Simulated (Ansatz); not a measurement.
Method: PBE (plane waves to 420 eV, PAW; Ansatz, a program for electronic structure).

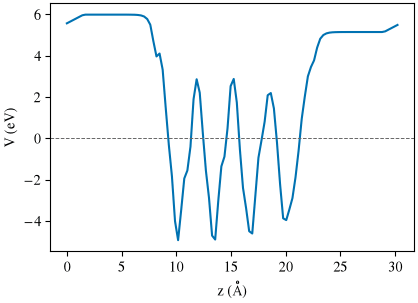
Electrostatic potential energy of an electron, averaged over planes parallel to the surface, in eV from the highest filled level, for a constructed model of the (111)B surface of zinc-blende AlAs, As-terminated, 2x2 As adatom at T4 (bottom of the slab: 3 H on 4 bottom sites)

Model: 36-atom slab, 14.0 Å thick at the start with caps and adatoms, 3x3x1 mesh, Fermi-Dirac 0.025 eV, dipole correction, 8 atoms held, the rest relaxed; symmetry of the start imposed; no spin, no spin-orbit, no U. In PBE it is, or lies within 0.01 eV a 1x1 cell of, the lowest of the 2 structures of its composition computed so far; subsurface sites and larger cells were not tried.

The vacuum level lies 5.15 eV above the highest filled level over the top face and 5.99 eV above it under the bottom face.
